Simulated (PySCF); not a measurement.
# C$_{2}$H$_{7}$BO$_{3}$Si$_{2}$: what the fields show

Input file:

```
{"job": {"xc": "KT2", "basis": "pcSseg-1", "solvent": "chloroform", "kind": "nmr", "pop": true}, "charge": 0, "multiplicity": 1}
C      1.747098     1.052355     2.203480
C      1.916810     0.564496     1.116559
Si     2.135753    -0.192691    -0.571665
O      0.676594    -0.537982    -1.159235
Si    -0.923340    -0.803729    -1.435897
B     -1.920390     0.004534     0.060892
O     -3.273594    -0.032654     0.026843
O     -1.364711     0.605835     1.147811
H      1.612250     1.479812     3.156504
H      2.871950    -1.447974    -0.430802
H      2.739532     0.802242    -1.456992
H     -1.000998    -2.266259    -1.594385
H     -1.118393    -0.241981    -2.782499
H     -3.696252     0.376911     0.786259
H     -0.406723     0.645075     1.202570
```

Run with:

```sh
OMP_NUM_THREADS=1 python ens_run.py task.json out
```

Geometry: GFN2-xTB.

Method: KT2/pcSseg-1, SCF density, in a chloroform solvent model, non-relativistic in PySCF 2.14.0.

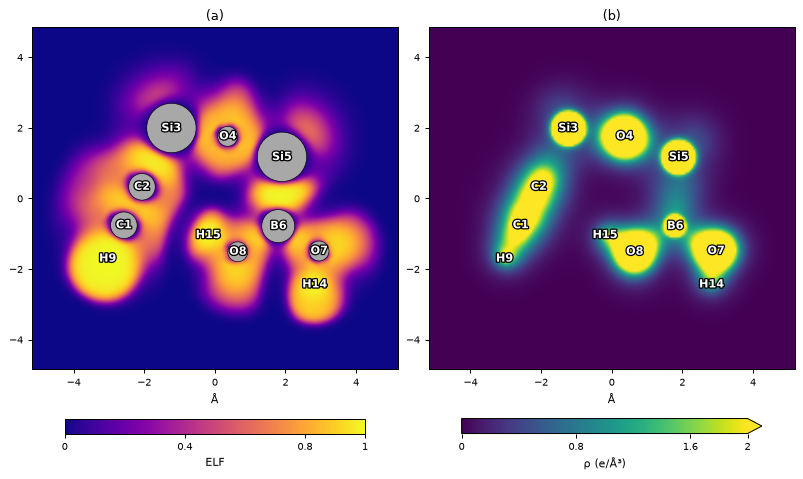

Figure 1. (a) ELF; (b) electron density on the plane of atoms C2, Si3 and O4. Grey discs cover the atomic cores in the ELF map.

> Interpret the plot.

Atoms in the plane: C, Si, O, B and H. C–C (1.20 Å): ρ at the midpoint is about 2.8 e/Å³; the ELF peaks at about 0.85 between the atoms; a multiple bond. B–O (1.35 Å): ρ is about 2.2 e/Å³ halfway; the ELF peaks at about 0.90 between the atoms (a polar covalent bond). Si–O (1.61 Å): the density is about 1.1 e/Å³ at the midpoint; the ELF peaks at about 0.85 between the atoms: a polar covalent bond. C–Si (1.86 Å): the density is about 0.9 e/Å³ at the midpoint; the ELF peaks at about 0.95 between the atoms, as expected for a covalent bond. Si–B (1.97 Å): the density is about 0.85 e/Å³ at the midpoint; the ELF peaks at about 1 between the atoms, as expected for a shared electron pair. The ELF also peaks beside O8, O7 and O4, away from the bonds: lone-pair regions.

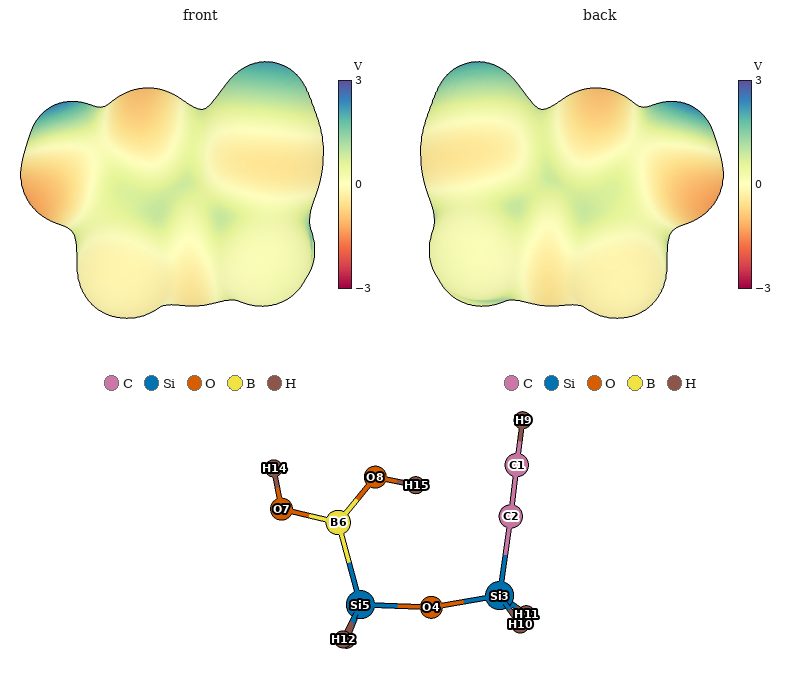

Figure 2. The molecular electrostatic potential painted on the density surface at 0.002 e/bohr³, seen from the front and from behind; the colour scale runs from red (negative) to blue (positive). The bare structure is drawn below in the same view.

> Describe the electrostatic potential map.

The most negative region (about −1.3 V) lies over O7, the most positive (about +2.3 V) over H14. O7 is the likeliest acceptor of a hydrogen bond.
